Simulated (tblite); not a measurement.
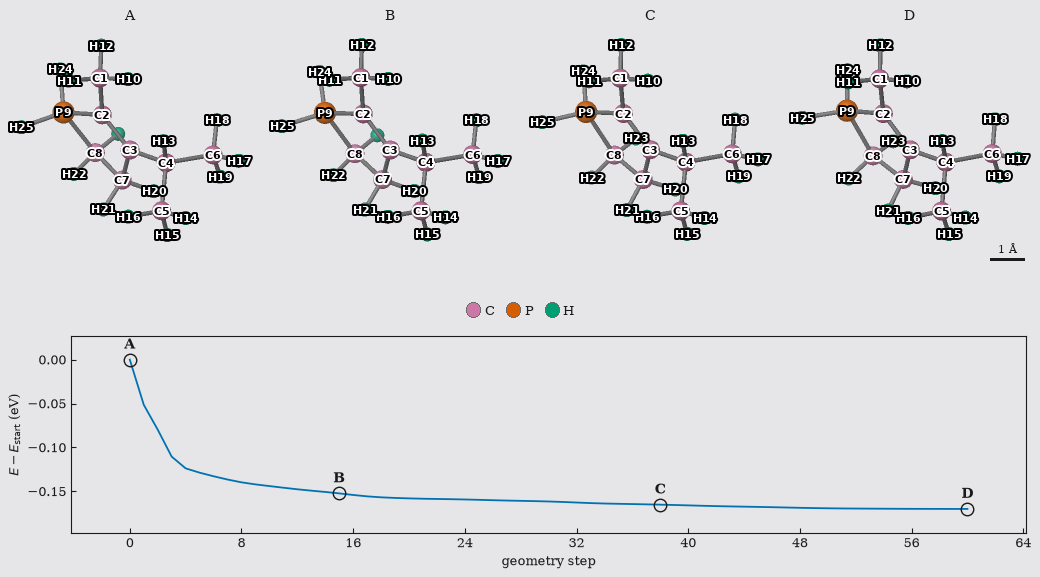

Frames of a relaxation of C8H16P (charge +1), marked on the history of the run. A ball-and-stick model, seen from a free direction.

Level of theory: GFN2-xTB geometry optimisation, gas phase (tblite 0.8.0). 

Question: What happens along the run?

Answer: The energy falls by 0.170 eV in 60 geometry steps. H25 moves most after the best rigid fit: 0.34 Å. Largest moves by element: H 0.34 Å, P 0.12 Å, C 0.12 Å. Near-neighbour distances that change, for instance: C3–C4 1.528 → 1.498 Å, P9–H25 1.408 → 1.382 Å, P9–H24 1.402 → 1.379 Å, C1–H10 1.104 → 1.086 Å. Bond angles that change, for instance: H24–P9–H25 110.7° → 104.0°, C2–P9–H25 109.1° → 114.8°, C2–P9–C8 91.8° → 96.3°. From step 0 to 15: H25 moves most (0.12 Å), energy −0.152 eV. From step 15 to 38: H24 moves most (0.13 Å), energy −0.013 eV. From step 38 to 60: H25 moves most (0.14 Å), energy −0.005 eV.

```
step  E − E(0), eV
   0        0.0000
   1       -0.0514
   2       -0.0798
   3       -0.1105
   4       -0.1238
   5       -0.1287
   6       -0.1328
   7       -0.1366
   8       -0.1398
   9       -0.1421
  10       -0.1440
  13       -0.1493
  15       -0.1524
  18       -0.1568
  21       -0.1584
  23       -0.1590
  26       -0.1601
  28       -0.1608
  31       -0.1621
  34       -0.1639
  36       -0.1645
  39       -0.1656
  42       -0.1669
  44       -0.1675
  47       -0.1684
  49       -0.1691
  52       -0.1696
  55       -0.1699
  57       -0.1700
  60       -0.1701
```
